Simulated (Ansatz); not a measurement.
**AlSiH (singlet): correlated methods under varied settings at scale of all distances = 1.304**

What do other methods and options give for AlSiH (singlet) at this geometry, and how long do they take?

The runs use Ansatz 0.2.0, Gaussian basis; the settings change from run to run.

34 further runs of the same task are left out: 30 that didn't finish, 4 set aside as unsound or not needed. Runs told in other sessions of the task aren't counted.

**1. The geometry**

The geometry derives from a PBE0/def2-TZVP stationary point (not a proven minimum). All distances are scaled together.

3 atoms, charge 0, spin multiplicity 1.

Atoms are counted from 1 here; the program's logs count them from 0.

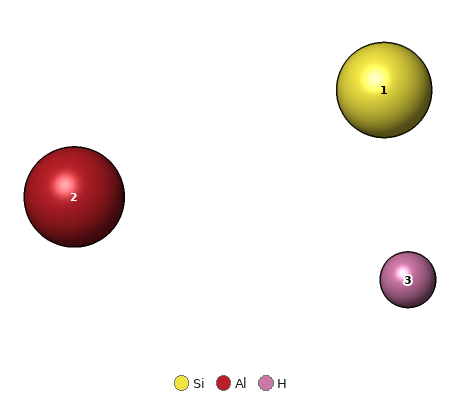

The structure; silicon yellow, aluminium red, hydrogen pink; atoms are numbered from 1 in the order of the file.

**2. HF/cc-pVDZ**

in.yaml

```yaml
crystal:
  periodic: [false, false, false]
  atoms:
    - {symbol: Si, position_ang: [0.000000, -0.086077, 1.666134]}
    - {symbol: Al, position_ang: [0.000000, 0.018720, -1.783339]}
    - {symbol: H, position_ang: [0.000000, 1.897337, 1.312605]}
basis:
  gaussian: {orbitals: cc-pVDZ}
magnetization: {spin_polarized: false}
hamiltonian: {xc: hf}
output: {orbitals: {seedname: orbitals}}
```

The run is started by

```bash
ansatz run in.yaml --threads 1 --pin off --events-out ev --progress --plain --max-ram 2393MiB
```

What it wrote:

```text
Functional definition: HF
  name "HF"
  cite "Fock, Z. Phys. 61, 126 (1930) doi:10.1007/BF01340294"
  parent pbe
  exchange = exact_x
  correlation = 0
412 factors; integrals over basis functions are off by at most 1.8e-3 eV
mean field evaluation 1: about -14456.0230 eV, gradient 6.9e0 eV
mean field evaluation 2: about -14456.0245 eV, gradient 6.9e0 eV
mean field evaluation 4: about -14456.5046 eV, gradient 8.9e-1 eV
mean field evaluation 8: about -14456.5171 eV, gradient 1.4e-3 eV
mean field evaluation 16: about -14456.2820 eV, gradient 1.1e0 eV
mean field evaluation 32: about -14455.0192 eV, gradient 1.1e0 eV
mean field -14456.51713937 eV, -531.2672058926 hartree, gradient 9.8e-6 eV, S^2 0.000000; 3 other end points of the search recorded, 0 dependent functions left out
reference -14456.51713937 eV, -531.2672058926 hartree; 14, 14 occupied and 27, 27 virtual orbitals, 412 factors
Total energy: -14456.51713937 eV, -531.2672058926 hartree
```

Wall time 0.39 s (1 thread of Arm Neoverse V1, shared host).

**3. CISD/6-31G**

in.yaml

```yaml
crystal:
  periodic: [false, false, false]
  atoms:
    - {symbol: Si, position_ang: [0.000000, -0.086077, 1.666134]}
    - {symbol: Al, position_ang: [0.000000, 0.018720, -1.783339]}
    - {symbol: H, position_ang: [0.000000, 1.897337, 1.312605]}
basis:
  gaussian: {orbitals: 6-31G}
correlation: {active_space: {ras: {orbitals: [4, 0, 14], electrons: 8, max_holes: 2, max_particles: 2}, fixed_orbitals: true}}
scf: {lower_state_search: off}
output: {forces: true}
```

Launched as before.

What it wrote (excerpt; [...] marks lines left out):

```text
Functional definition: HF
  name "HF"
  cite "Fock, Z. Phys. 61, 126 (1930) doi:10.1007/BF01340294"
  parent pbe
[...]
310 factors; integrals over basis functions are off by at most 2.2e-4 eV
[...]
mean field -14455.17185814 eV, -531.2177677193 hartree, gradient 3.8e-6 eV, S^2 0.000000; 0 other end points of the search recorded, 0 dependent functions left out
reference -14455.17185814 eV, -531.2177677193 hartree; 14, 14 occupied and 14, 14 virtual orbitals, 310 factors
state -14457.91156593 eV, -531.3184501235 hartree
[...]
Total energy: -14457.91156593 eV, -531.3184501235 hartree
Atom 0 at     0.000000    -0.086077     1.666134 Å, force     0.000000     2.101759    -1.253287 eV/Å
Atom 1 at     0.000000     0.018720    -1.783339 Å, force    -0.000000    -0.035777     0.868718 eV/Å
Atom 2 at     0.000000     1.897337     1.312605 Å, force    -0.000000    -2.065982     0.384569 eV/Å
Dipole moment:     0.000000    -0.211521    -0.551969 e Å
Checks for a lower state left out: starts, cluster_reference, orbital_swaps, neighbouring_geometries, increment
```

Wall time 0.54 s (1 thread of Arm Neoverse V1, shared host).

From the report: 2,549 determinants.

**4. BCCD on RHF/6-31G**

in.yaml

```yaml
crystal:
  periodic: [false, false, false]
  atoms:
    - {symbol: Si, position_ang: [0.000000, -0.086077, 1.666134]}
    - {symbol: Al, position_ang: [0.000000, 0.018720, -1.783339]}
    - {symbol: H, position_ang: [0.000000, 1.897337, 1.312605]}
basis:
  gaussian: {orbitals: 6-31G}
magnetization: {spin_polarized: false}
correlation: {method: bccd, electrons: valence}
accuracy: high
output: {forces: true}
```

Launched as before.

What it wrote (excerpt; [...] marks lines left out):

```text
Functional definition: HF
  name "HF"
  cite "Fock, Z. Phys. 61, 126 (1930) doi:10.1007/BF01340294"
  parent pbe
[...]
579 factors; integrals over basis functions are off by at most 3.6e-9 eV
[...]
mean field -14455.17187815 eV, -531.2177684547 hartree, gradient 2.3e-8 eV, S^2 0.000000; 7 other end points of the search recorded, 0 dependent functions left out; unrestricted orbitals would lower it
determinant -14455.17187815 eV, -531.2177684547 hartree, with singles and doubles -14458.21539882 eV, -531.3296157762 hartree
determinant -14453.80658004 eV, -531.1675946745 hartree, with singles and doubles -14457.49261607 eV, -531.3030540002 hartree
10 core orbitals not correlated: weight in the atoms' cores, before any rotation towards them, 1.000 or more for the frozen orbitals, at most 0.000 for the correlated occupied ones
reference -14455.17187815 eV, -531.2177684547 hartree; 4, 4 occupied and 14, 14 virtual orbitals, 579 factors
second order -1.99611298 eV of doubles, -0.00000000 eV of singles
cycle   1  -3.04335059 eV  change    1.7e-4 eV  update   1.3e-2
[...]
cycle  29  -3.04150916 eV  change  -3.2e-10 eV  update  7.8e-10
[...]
Total energy: -14458.21338732 eV, -531.3295418549 hartree
Atom 0 at     0.000000    -0.086077     1.666134 Å, force    -0.000000     1.951445    -1.095630 eV/Å
Atom 1 at     0.000000     0.018720    -1.783339 Å, force     0.000000    -0.035214     0.731483 eV/Å
Atom 2 at     0.000000     1.897337     1.312605 Å, force    -0.000000    -1.916231     0.364147 eV/Å
Dipole moment:     0.000000    -0.194885    -0.477139 e Å
```

Wall time 1.4 s (1 thread of Arm Neoverse V1, shared host).

From the report: correlation -3.0415 eV; largest double amplitude 0.22.

**5. MP2 on UHF/6-31G**

Edit in.yaml of step 4 so:

```diff
@@ -8,5 +8,4 @@
   gaussian: {orbitals: 6-31G}
-magnetization: {spin_polarized: false}
-correlation: {method: bccd, electrons: valence}
+magnetization: {spin_polarized: true, initial_magnetization: 0}
+correlation: {method: mp2, electrons: outside_noble_gas}
 accuracy: high
-output: {forces: true}
```

Same command.

What it wrote (excerpt; [...] marks lines left out):

```text
Functional definition: HF
  name "HF"
  cite "Fock, Z. Phys. 61, 126 (1930) doi:10.1007/BF01340294"
  parent pbe
[...]
579 factors; integrals over basis functions are off by at most 3.6e-9 eV
[...]
mean field -14455.61165878 eV, -531.2339300947 hartree, gradient 1.6e-8 eV, S^2 1.079014; 20 other end points of the search recorded, 0 dependent functions left out
10 core orbitals not correlated: weight in the atoms' cores, before any rotation towards them, 1.000 or more for the frozen orbitals, at most 0.000 for the correlated occupied ones
reference -14455.61165878 eV, -531.2339300947 hartree; 4, 4 occupied and 14, 14 virtual orbitals, 579 factors
second order -1.51922869 eV of doubles, -0.00000000 eV of singles
Total energy: -14457.13088747 eV, -531.2897607193 hartree
```

Wall time 1.6 s (1 thread of Arm Neoverse V1, shared host).

From the report: ⟨S²⟩ of the determinant 1.079 (pure singlet: 0.00). The determinant of MP2 (⟨S²⟩ 1.08) is far from a pure spin state, so its energy mixes those of several spin states; that is harmless only where they are near-degenerate.

**6. MRCISD+Q(2,8)/6-31G**

Edit in.yaml of step 5 so:

```diff
@@ -8,4 +8,3 @@
   gaussian: {orbitals: 6-31G}
-magnetization: {spin_polarized: true, initial_magnetization: 0}
-correlation: {method: mp2, electrons: outside_noble_gas}
-accuracy: high
+correlation: {method: fic_mrcisd_q, electrons: outside_noble_gas, active_space: {window: {electrons: 2, orbitals: 8}}}
+scf: {lower_state_search: off}
```

The command is unchanged.

What it wrote (excerpt; [...] marks lines left out):

```text
Functional definition: HF
  name "HF"
  cite "Fock, Z. Phys. 61, 126 (1930) doi:10.1007/BF01340294"
  parent pbe
[...]
310 factors; integrals over basis functions are off by at most 2.2e-4 eV
[...]
mean field -14455.17185814 eV, -531.2177677193 hartree, gradient 3.8e-6 eV, S^2 0.000000; 0 other end points of the search recorded, 0 dependent functions left out
reference -14455.17185814 eV, -531.2177677193 hartree; 14, 14 occupied and 14, 14 virtual orbitals, 310 factors
state -14455.83683898 eV, -531.2422053146 hartree
contracted CI cycle   1: correlation 0.00000000 eV, 0.0000000000 hartree, residual 7.47e0 eV
contracted CI cycle   2: correlation -2.03856333 eV, -0.0749158204 hartree, residual 2.13e0 eV
contracted CI cycle   3: correlation -2.23564811 eV, -0.0821585528 hartree, residual 7.04e-1 eV
contracted CI cycle   4: correlation -2.25462282 eV, -0.0828558606 hartree, residual 2.48e-1 eV
contracted CI cycle   5: correlation -2.25672949 eV, -0.0829332792 hartree, residual 9.65e-2 eV
contracted CI cycle   6: correlation -2.25705718 eV, -0.0829453215 hartree, residual 3.77e-2 eV
contracted CI cycle   7: correlation -2.25711653 eV, -0.0829475027 hartree, residual 1.48e-2 eV
contracted CI cycle   8: correlation -2.25712494 eV, -0.0829478118 hartree, residual 5.61e-3 eV
contracted CI cycle   9: correlation -2.25712619 eV, -0.0829478576 hartree, residual 2.22e-3 eV
contracted CI cycle  10: correlation -2.25712640 eV, -0.0829478652 hartree, residual 9.30e-4 eV
state -14455.83683898 eV, -531.2422053146 hartree; corrected -14458.35233219 eV, -531.3346479849 hartree
Total energy: -14458.35233219 eV, -531.3346479849 hartree
Checks for a lower state left out: stability, starts, cluster_reference, orbital_swaps, neighbouring_geometries, increment
```

Wall time 3.4 s (1 thread of Arm Neoverse V1, shared host).

From the report: 40 determinants; active occupations 1.80, 0.15, 0.05, 0.00, 0.00, 0.00, 0.00, 0.00.

**7. CCSDTQ on RHF/6-31G**

Edit in.yaml of step 6 so:

```diff
@@ -8,3 +8,4 @@
   gaussian: {orbitals: 6-31G}
-correlation: {method: fic_mrcisd_q, electrons: outside_noble_gas, active_space: {window: {electrons: 2, orbitals: 8}}}
-scf: {lower_state_search: off}
+magnetization: {spin_polarized: false}
+correlation: {method: ccsdtq, electrons: outside_noble_gas}
+accuracy: high
```

Same command.

What it wrote (excerpt; [...] marks lines left out):

```text
Functional definition: HF
  name "HF"
  cite "Fock, Z. Phys. 61, 126 (1930) doi:10.1007/BF01340294"
  parent pbe
[...]
579 factors; integrals over basis functions are off by at most 3.6e-9 eV
[...]
mean field -14455.17187815 eV, -531.2177684547 hartree, gradient 2.3e-8 eV, S^2 0.000000; 7 other end points of the search recorded, 0 dependent functions left out; unrestricted orbitals would lower it
determinant -14455.17187815 eV, -531.2177684547 hartree, with singles and doubles -14458.21539882 eV, -531.3296157762 hartree
determinant -14453.80658004 eV, -531.1675946745 hartree, with singles and doubles -14457.49261607 eV, -531.3030540002 hartree
10 core orbitals not correlated: weight in the atoms' cores, before any rotation towards them, 1.000 or more for the frozen orbitals, at most 0.000 for the correlated occupied ones
reference -14455.17187815 eV, -531.2177684547 hartree; 4, 4 occupied and 14, 14 virtual orbitals, 579 factors
second order -1.99611298 eV of doubles, -0.00000000 eV of singles
cycle   1  -2.58255989 eV  change   -5.9e-1 eV  update   1.1e-1
[...]
cycle  50  -3.13580706 eV  change  -1.0e-10 eV  update  9.1e-10
Total energy: -14458.30768521 eV, -531.3330072385 hartree
```

Run time: 16 s. Hardware: 1 thread of Arm Neoverse V1, shared host.

From the report: correlation -3.1358 eV; T1 0.028; largest double amplitude 0.24.

**8. The runs in one table**

Where basis and cores are those of an earlier FCI/6-31G run (-14458.3082 eV), and the records show the same count of frozen orbitals and kind of state, the miss against it is given; a blank cell means that this couldn't be shown.

```
              level         correlated  functions  energy (eV)  from FCI (meV)    time
         HF/cc-pVDZ                            41  -14456.5171                  0.39 s
         CISD/6-31G  outside noble gas         28  -14457.9116           396.7  0.54 s
  BCCD on RHF/6-31G            valence         28  -14458.2134            94.9   1.4 s
   MP2 on UHF/6-31G  outside noble gas         28  -14457.1309          1177.4   1.6 s
MRCISD+Q(2,8)/6-31G  outside noble gas         28  -14458.3523           -44.1   3.4 s
CCSDTQ on RHF/6-31G  outside noble gas         28  -14458.3077             0.6    16 s
```

**9. Results**

| quantity | value |
| --- | --- |
| runs | 6 |
| quickest | HF/cc-pVDZ, 0.39 s |
| slowest | CCSDTQ on RHF/6-31G, 16 s |

In words: Total energies in different bases, with other cores or another treatment of relativity can't be set against each other. CCSDTQ on RHF/6-31G took 40 times as long as HF/cc-pVDZ; the jobs differ in more than the method. Among the correlated runs with a miss given, it spans -44 to +1177 meV.
